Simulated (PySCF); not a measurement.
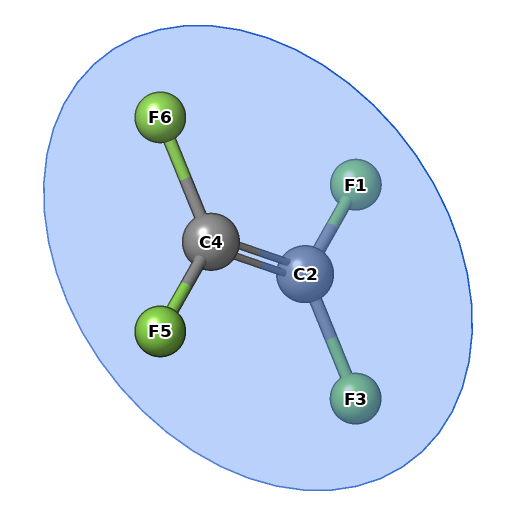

A disc through the centre of mass is drawn in. Depth is shown by fading: the farther an atom, the more it takes the colour of the background. The computed structure is the end point of a PBE0-D3(BJ)/def2-SVP optimisation. No frequency run is at hand to confirm it as a minimum.

> Is the plane of the disc a mirror plane of the structure?

No. The point group is D2h, with 3 C2 axes, 3 mirror planes and a centre of inversion, and this plane isn't one of its mirror planes.
